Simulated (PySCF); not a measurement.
**C5H8 (Ethenylcyclopropane): levels of theory compared**

We compute a comparison of 6 runs (HF/STO-3G, B2PLYP/cc-pVDZ, M06-2X/cc-pVDZ, wB97M-V/cc-pVDZ, wB97X/cc-pVDZ, SCS-MP2/cc-pVDZ) of C5H8 (Ethenylcyclopropane). Input form: a Python script.

The results are computed with PySCF 2.14.0.

1 further run of the same task is left out (set aside as unsound or not needed).

## 1. The molecule

C5H8: 13 atoms, total charge 0, spin state singlet. SMILES: `C=CC1CC1`. The coordinates come from a GFN2-xTB relaxation. This is one conformer, not always the lowest.

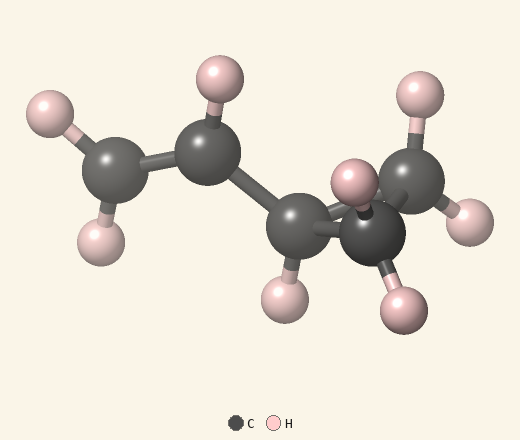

Viewed from a chosen angle; carbon dark grey, hydrogen pink.

## 2. The energy at HF/STO-3G (run 1)

Input file job.py:

```python
# Ethenylcyclopropane
from pyscf import gto, scf

mol = gto.Mole()
mol.atom = [
    ('C', (-1.960620, -1.119870, -0.038030)),
    ('C', (-1.093030, -0.122900, 0.011170)),
    ('C', (0.366060, -0.291940, 0.001820)),
    ('C', (1.220370, 0.711990, -0.730110)),
    ('C', (1.229700, 0.681770, 0.761610)),
    ('H', (-3.023590, -0.951810, -0.030190)),
    ('H', (-1.639540, -2.147590, -0.088940)),
    ('H', (-1.441870, 0.900960, 0.060050)),
    ('H', (0.694570, -1.323930, -0.022350)),
    ('H', (0.720660, 1.533290, -1.221230)),
    ('H', (2.086240, 0.348780, -1.262030)),
    ('H', (0.738150, 1.483440, 1.291770)),
    ('H', (2.102910, 0.297800, 1.266450)),
]
mol.max_memory = 1860
mol.verbose = 4
mol.charge = 0
mol.basis = 'sto-3g'
mol.build()

mf = scf.RHF(mol)
mf.conv_tol = 1e-10
mf.kernel()
if not mf.converged:
    mf = mf.newton().run(mf.mo_coeff, mf.mo_occ)

e_final = mf.e_tot
print('Final energy', e_final)
```

The run is started by

```sh
$ OMP_NUM_THREADS=1 python job.py
```

Log:

```text
PySCF version 2.14.0

[... 65 lines left out ...]
converged SCF energy = -191.604385210294
Final energy -191.60438521029403
```

Run time: 0.86 s. Hardware: 1 thread of Intel Xeon at 2.70GHz, shared host; peak memory 0.1 GiB.

## 3. A single-point energy at B2PLYP/cc-pVDZ (run 2)

Input file run.py:

```python
from pyscf import gto, dft, mp

molecule = gto.Mole()
molecule.atom = [
    ('C', (-1.960620, -1.119870, -0.038030)),
    ('C', (-1.093030, -0.122900, 0.011170)),
    ('C', (0.366060, -0.291940, 0.001820)),
    ('C', (1.220370, 0.711990, -0.730110)),
    ('C', (1.229700, 0.681770, 0.761610)),
    ('H', (-3.023590, -0.951810, -0.030190)),
    ('H', (-1.639540, -2.147590, -0.088940)),
    ('H', (-1.441870, 0.900960, 0.060050)),
    ('H', (0.694570, -1.323930, -0.022350)),
    ('H', (0.720660, 1.533290, -1.221230)),
    ('H', (2.086240, 0.348780, -1.262030)),
    ('H', (0.738150, 1.483440, 1.291770)),
    ('H', (2.102910, 0.297800, 1.266450)),
]
molecule.charge = 0
molecule.max_memory = 1860
molecule.verbose = 3
molecule.basis = 'cc-pvdz'
molecule.build()

myscf = dft.RKS(molecule, xc='0.53*HF + 0.47*B88, 0.73*LYP')
myscf.grids.level = 5
myscf.conv_tol = 1e-10
myscf.kernel()
if not myscf.converged:
    myscf = myscf.newton().run(myscf.mo_coeff, myscf.mo_occ)

pt = mp.MP2(myscf, frozen=5).run()
etot = myscf.e_tot + 0.27 * pt.e_corr
print('PT2 part  %.8f' % (0.27 * pt.e_corr))
print('E(%s) = %.9f' % ('B2PLYP', etot))
```

The run is started by

```sh
$ OMP_NUM_THREADS=1 python run.py
```

Log:

```text
converged SCF energy = -194.839157019913
E(RMP2) = -195.673685328191  E_corr = -0.834528308278305
E(SCS-RMP2) = -195.665913274845  E_corr = -0.826756254932319
PT2 part  -0.22532264
E(B2PLYP) = -195.064479663
```

Wall time 34 s (1 thread of Intel Xeon at 2.70GHz, shared host); peak memory 0.59 GiB.

Runs 3 to 5 aren't shown in full; the table further down has their settings and results.

## 4. The energy at SCS-MP2/cc-pVDZ (run 6)

Input file input.py:

```python
from pyscf import gto, mp

molecule = gto.M(
    atom='''
C     -3.705035    -2.116248    -0.071866
C     -2.065527    -0.232247     0.021108
C      0.691753    -0.551687     0.003439
C      2.306165     1.345466    -1.379708
C      2.323796     1.288359     1.439234
H     -5.713757    -1.798660    -0.057051
H     -3.098282    -4.058357    -0.168072
H     -2.724739     1.702568     0.113478
H      1.312547    -2.501865    -0.042235
H      1.361850     2.897498    -2.307790
H      3.942422     0.659099    -2.384891
H      1.394901     2.803295     2.441092
H      3.973924     0.562760     2.393244
''',
    basis='cc-pvdz',
    verbose=3,
    unit='bohr',
    max_memory=1860,
)

myscf = molecule.RHF()
myscf.conv_tol = 1e-10
myscf.kernel()
if not myscf.converged:
    myscf = myscf.newton().run(myscf.mo_coeff, myscf.mo_occ)

pt = mp.MP2(myscf, frozen=5).run()
etot = myscf.e_tot + 1.2 * pt.e_corr_os + pt.e_corr_ss / 3
print(f'total energy: {etot:.8f} hartree')
```

The run is started by

```sh
$ OMP_NUM_THREADS=1 python input.py
```

Log:

```text
converged SCF energy = -193.955620091142
E(RMP2) = -194.637766600958  E_corr = -0.682146509816433
E(SCS-RMP2) = -194.632252109567  E_corr = -0.676632018425541
total energy: -194.63225211 hartree
```

Run time: 4.8 s. Hardware: 1 thread of Intel Xeon at 2.70GHz, shared host; peak memory 0.33 GiB.

## 5. All runs side by side

| run | level | frozen core orbitals | integration grid | energy (Eh) | dipole moment (D) of the reference | HOMO energy (eV) | LUMO energy (eV) | wall time |
| --- | --- | --- | --- | --- | --- | --- | --- | --- |
| 1 | HF/STO-3G | – | – | -191.604385 | 0.30 | -7.87 | 8.51 | 0.86 s |
| 2 | B2PLYP/cc-pVDZ | 5 | 5 | -195.064480 | 0.50 | -7.63 | 2.27 | 34 s |
| 3 | M06-2X/cc-pVDZ | – | 5 | -195.206583 | 0.51 | -7.90 | 1.67 | 69 s |
| 4 | wB97M-V/cc-pVDZ | – | 5 | -195.187808 | 0.49 | -8.96 | 2.91 | 3.3 min |
| 5 | wB97X/cc-pVDZ | – | 5 | -195.248084 | 0.50 | -9.09 | 2.97 | 57 s |
| 6 | SCS-MP2/cc-pVDZ | 5 | – | -194.632252 | 0.48 | -9.18 | 4.76 | 4.8 s |

## 6. Summary of results

```
                                          quantity          value
                               run 6: total energy  -194.63225 Eh
       run 6: dipole moment (Hartree–Fock density)         0.48 D
        run 6: HOMO energy (Hartree–Fock orbitals)       -9.18 eV
        run 6: LUMO energy (Hartree–Fock orbitals)        4.76 eV
      run 6: HOMO–LUMO gap (Hartree–Fock orbitals)       13.94 eV
run 6: correlation energy (5 core orbitals frozen)     -676.6 mEh
```

Over runs 1, 2, 3, 4, 5 the dipole moment (its size) runs from 0.30 D (HF/STO-3G) to 0.51 D (M06-2X/cc-pVDZ). The two ends differ in method and basis. Over runs 1, 2, 3, 4, 5 the HOMO–LUMO gap runs from 9.56 eV (M06-2X/cc-pVDZ) to 16.38 eV (HF/STO-3G). Totals of different functionals can't be ranked against each other. In run 1 the basis is minimal, so the values are rough. All runs together took 6.1 min, the longest 3.3 min.
